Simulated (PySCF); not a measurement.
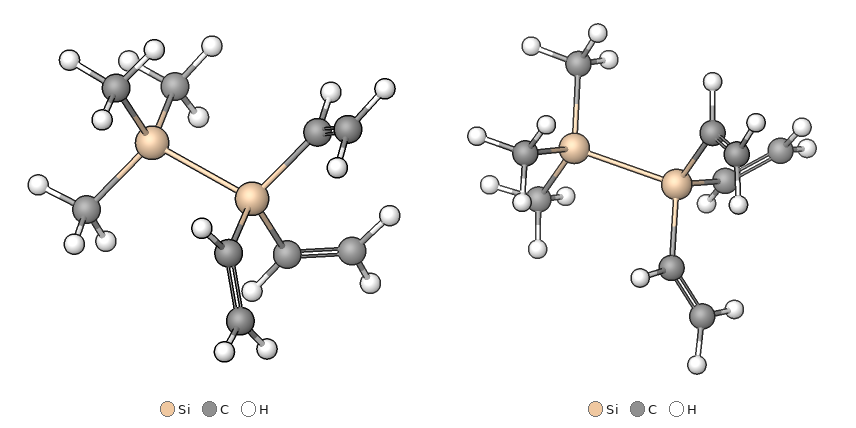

The same structure drawn twice, from different directions.

The geometry was computed by an optimisation with PBE0-D3(BJ)/def2-SVP. No frequency run is at hand to confirm it as a minimum.

What does the picture show?

Formula C9H18Si2. Its SMILES string is `C=C[Si](C=C)(C=C)[Si](C)(C)C`. It has no ring. Among its groups: alkene. Coordination: 2 Si tetrahedral; 6 C trigonal planar; 3 C tetrahedral.

The parts below concern this one geometry. Atoms keep their numbers from picture to picture.

Shape

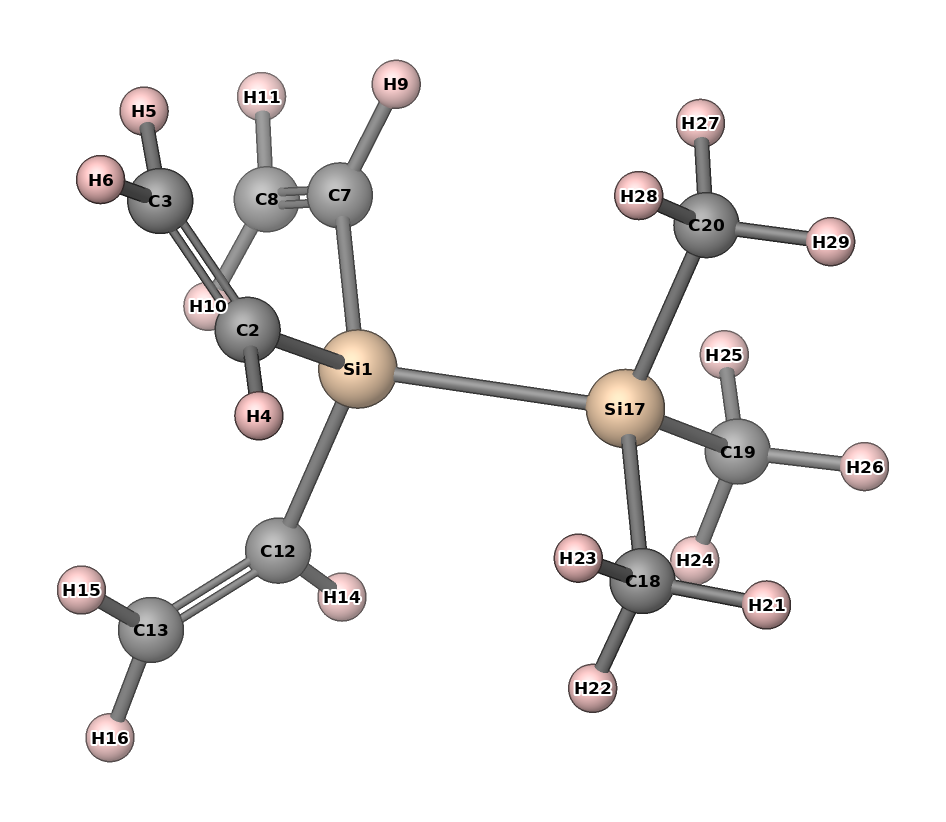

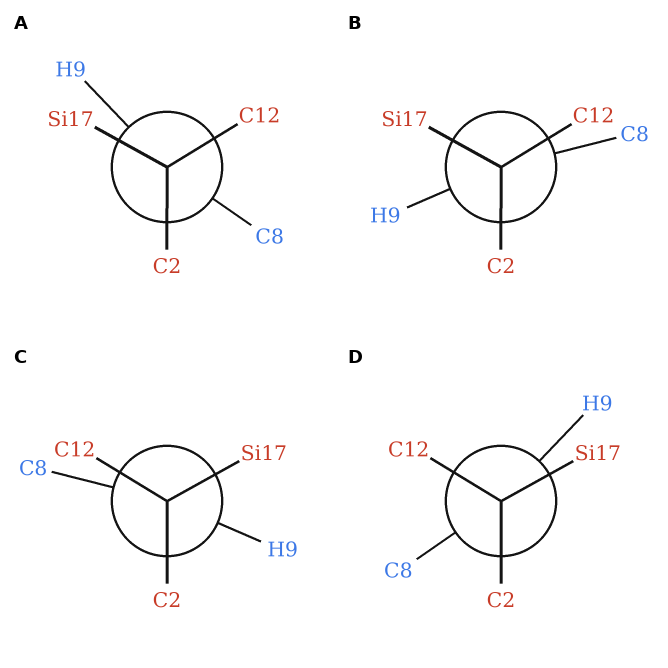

Atoms fade into the background with distance from the viewer. Bonds that would overlap in a projection are set slightly apart. No frequency run is at hand to confirm it as a minimum.

Which Newman projection shows the view along Si1–C7, with Si1 in front?

Answer. B. The torsion angle Si17–Si1–C7–C8 is 126°, anticlinal.

Polarisability

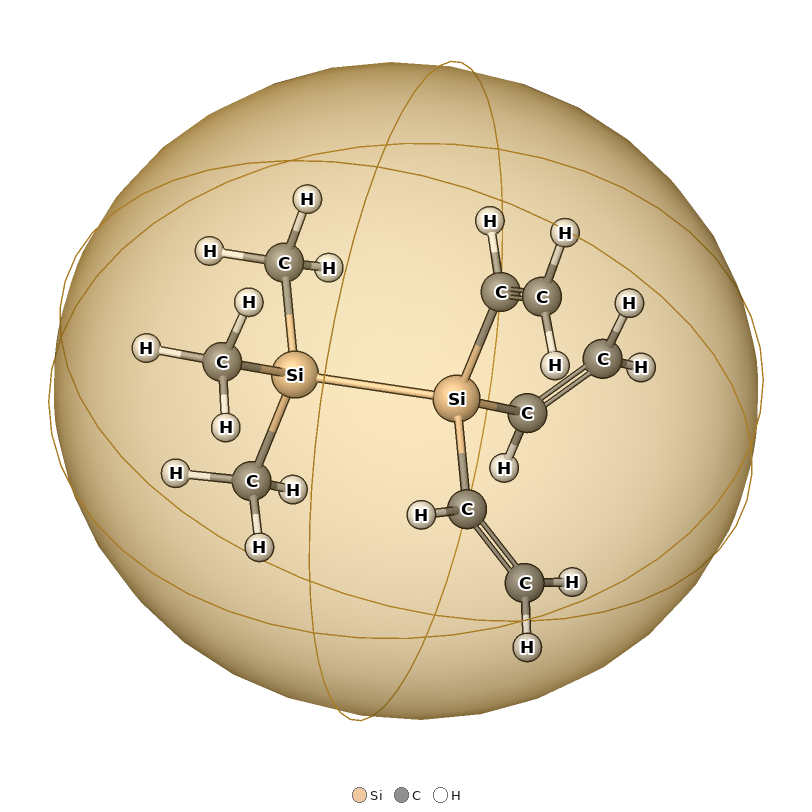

The ellipsoid shows the static dipole polarisability: its half-axes are proportional to the principal values. No frequency run is at hand to confirm it as a minimum. Level of theory: B3LYP/def2-SVPD (PySCF 2.14.0).

How large and how anisotropic is the polarisability?

Answer. Principal values 164.0, 164.4, 177.5 bohr³; mean 168.6 bohr³ (24.99 Å³); anisotropy 13.3 bohr³, so the longest axis is 1.08 times the shortest.

Core levels

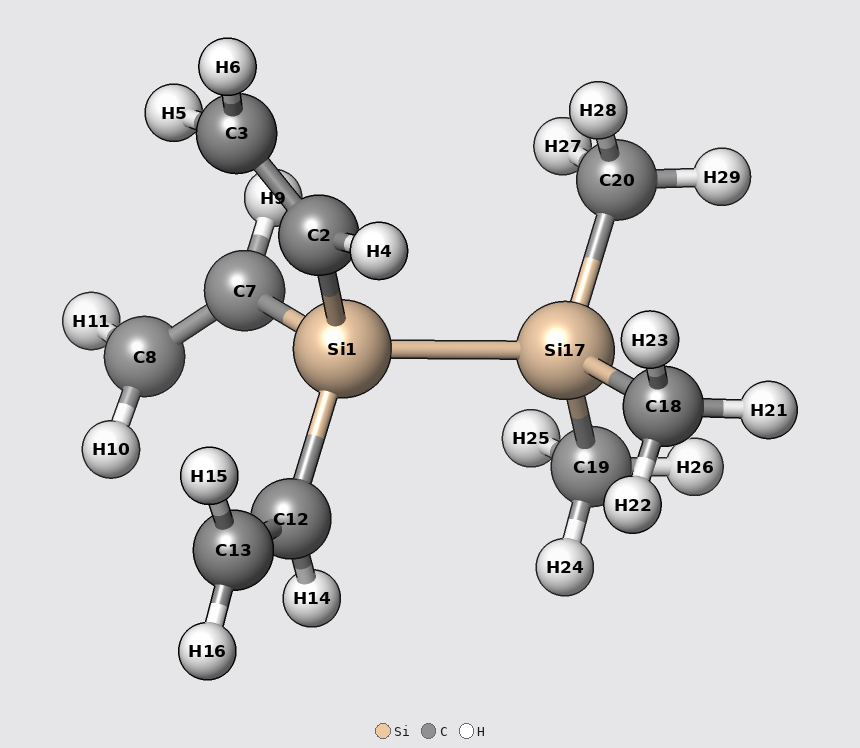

No frequency run is at hand to confirm it as a minimum. Level of theory: delta-SCF UKS SCAN, pcX-2 on the ionised atom (unc-x2c-TZVPall on a metal), pcseg-1 elsewhere, spin-free X2C (PySCF 2.14.0).

Give the core-electron binding energies (to vacuum; p and d levels without spin–orbit splitting) of Si1 1s, Si1 2p, C2 1s, C3 1s, Si17 1s, Si17 2p, C18 1s.

| atom | level | binding energy (eV) |
| --- | --- | --- |
| Si1 | 1s | 1845.1 |
| Si1 | 2p | 105.6 |
| C2 | 1s | 289.6 |
| C3 | 1s | 289.9 |
| Si17 | 1s | 1845.0 |
| Si17 | 2p | 105.5 |
| C18 | 1s | 289.6 |

NMR shielding

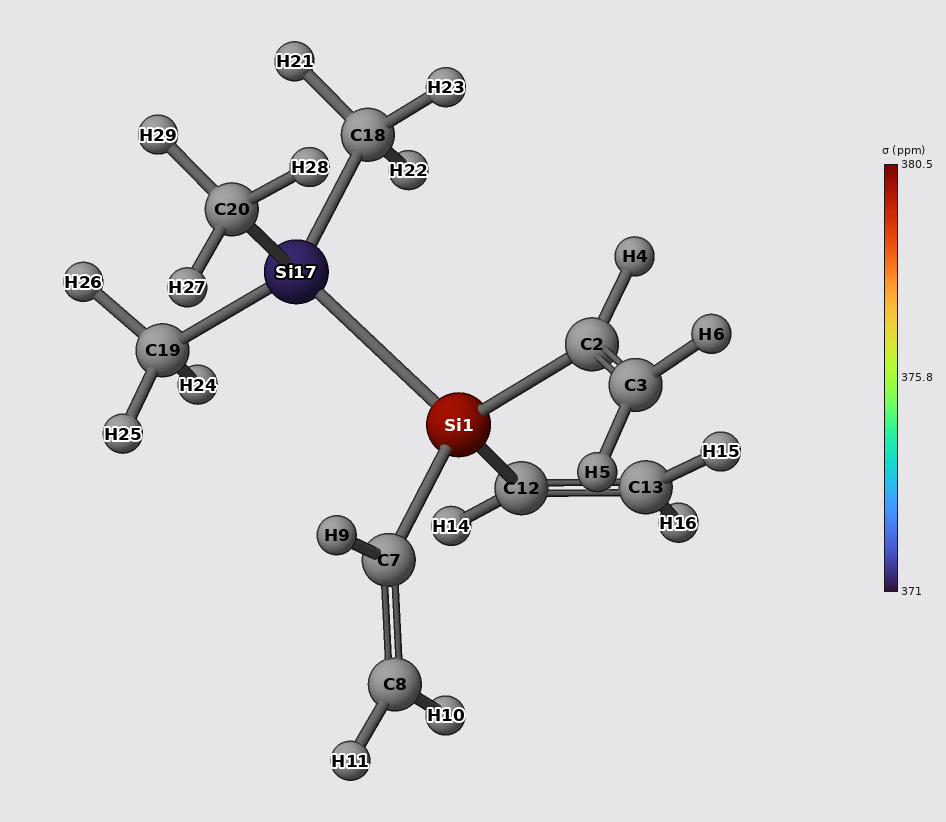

Atoms are coloured by their isotropic NMR shieldings (Si only, the others grey). No frequency run is at hand to confirm it as a minimum. Method: GIAO PBE0/pcSseg-1 NMR shielding, non-relativistic, gas phase (PySCF 2.14.0).

List the isotropic NMR shieldings of the Si atoms.

```json
{"atom": "Si1", "σ (ppm)": "380.1"}
{"atom": "Si17", "σ (ppm)": "371.3"}
```

Charges

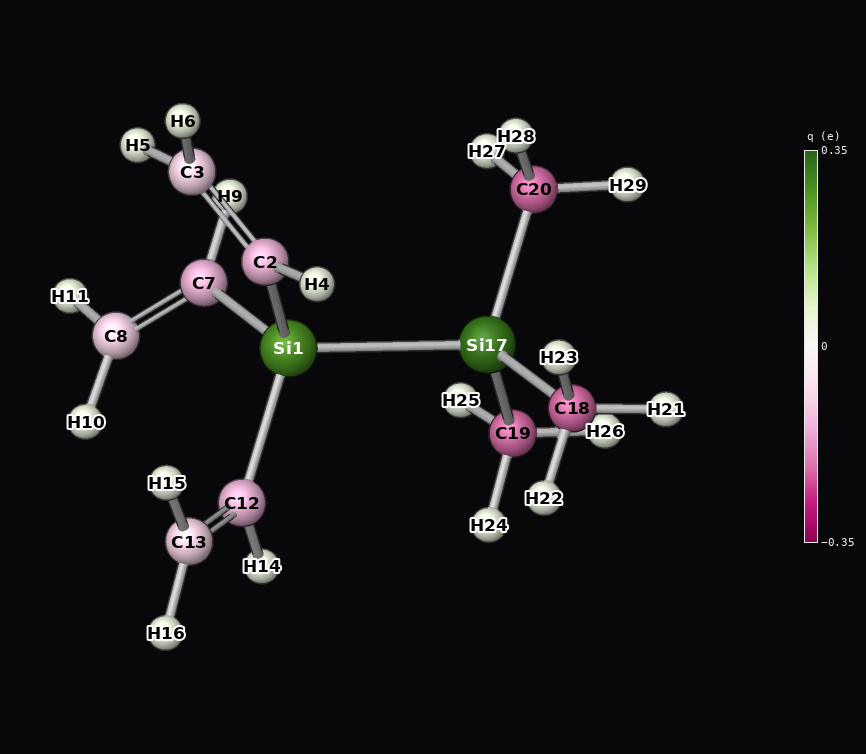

Atoms are coloured by their Hirshfeld charges. No frequency run is at hand to confirm it as a minimum. Method: PBE0/pcSseg-1, gas phase (PySCF 2.14.0).

List the Hirshfeld charges.

```
atom  value (e)
 Si1       0.28
  C2      −0.14
  C3      −0.08
  H4       0.04
  H5       0.04
  H6       0.04
  C7      −0.14
  C8      −0.08
  H9       0.04
 H10       0.04
 H11       0.05
 C12      −0.14
 C13      −0.08
 H14       0.04
 H15       0.04
 H16       0.05
Si17       0.31
 C18      −0.22
 C19      −0.22
 C20      −0.22
 H21       0.04
 H22       0.04
 H23       0.04
 H24       0.04
 H25       0.04
 H26       0.04
 H27       0.04
 H28       0.04
 H29       0.04
```
